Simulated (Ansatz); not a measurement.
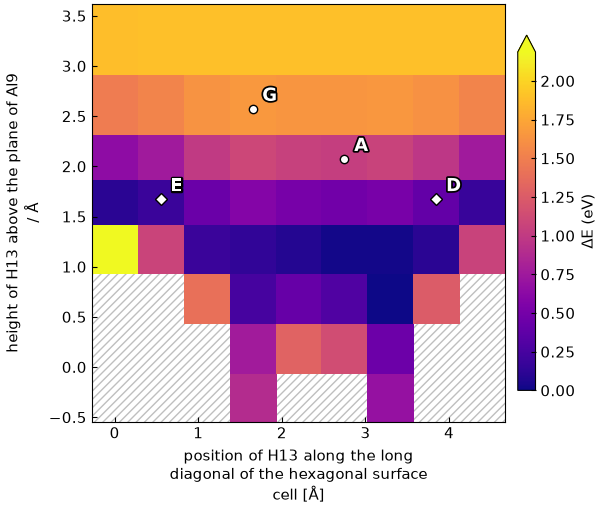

H on an Al(111) slab cut from the Fm-3m phase, its upper half relaxed before the scan (12 atoms of substrate and one adsorbate in a 2 × 2 cell). 
- H is moved along a line over the surface and along the normal, above a rigid substrate.
- The first coordinate is: position of H13 along the long diagonal of the hexagonal surface cell, from above Al9; the second: height of H13 above the plane of Al9.
- The grid has 9 × 8 points. At 15 points there is no value (left out of the scan, as a rule where atoms come close).
- Points are written as (first, second).
- Energies are in eV, from the lowest grid point.
- All numbers below come from DFT PBE, scalar-relativistic, plane waves, PAW (Ansatz 0.2.0). Settings: cutoff 420 eV, k-mesh 6×6×1, gaussian smearing 0.1 eV, spin-polarised.

In the figure: one coloured cell a grid point, one colour for all values above the top of the scale, hatched blanks where no value was computed, lettered points.

### Is E the lowest point of the computed grid?

No. E lies 0.18 eV above the lowest grid point, which is at (3.30 Å, 0.69 Å) [nearest 3 Al at 1.79 Å].

### Rank the lettered points by energy, lowest first.

E (0.18 eV), D (0.40 eV), A (1.03 eV), G (1.66 eV).

PAW datasets: the set soft_1.
